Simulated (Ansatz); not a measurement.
```xyz
10

Mg   -0.813   -0.401   -1.319
N     0.360   -1.060    0.339
Cl   -1.989   -1.965   -2.390
H     0.344    1.738    0.097
F    -0.467    1.392   -1.286
H     0.593   -0.149    0.830
O     0.733    1.599    1.012
H     1.253   -1.520    0.111
H    -0.109   -1.685    1.009
H     0.096    2.050    1.596
```

Where will the first 6 clear peaks of this molecule's radial distribution curve from gas electron diffraction lie, and which pairs make them?

Answer. Peak 1, 1.02 Å: O–H 0.97–1.00 Å (×2), N–H 1.03–1.06 Å (×3), not resolved
Peak 2, 1.82 Å: Mg–F 1.83 Å
Peak 3, 2.21 Å: Mg–N 2.14 Å, Cl–Mg 2.23 Å, not resolved
Peak 4, 2.70 Å: Mg···H 2.58–2.81 Å (×4), F···O 2.60 Å, O···N 2.77 Å, not resolved; in its flanks F···N 3.06 Å
Peak 5, 3.79 Å: Cl···N 3.71 Å, Cl···F 3.85 Å, not resolved; in its flanks Mg···O 3.44 Å
Peak 6, 5.63 Å: Cl···O 5.63 Å; in its flanks Cl···H 6.03 Å

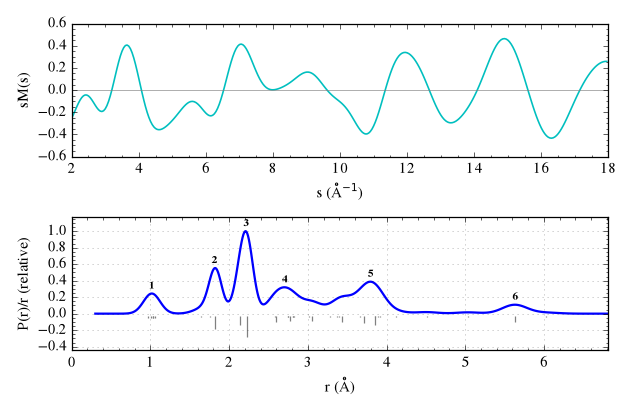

Simulated gas electron diffraction: reduced molecular intensity sM(s) from the Debye equation in the first Born approximation (top) and the radial distribution curve (bottom) of ClFH5MgNO. Each pair of atoms contributes with weight ZᵢZⱼ/r (bars below the curve); damping constant 0.002 Å²; vibrational amplitudes assumed, not computed: 0.05 Å for bonds, 0.078 Å for bonds to H, 0.06 + 0.015 r up to 0.15 Å for other pairs. The geometry is the end point of an optimisation (RKS PBE-D4/def2-SVP (Ansatz 0.2.0)); it may be a saddle point or a higher isomer.
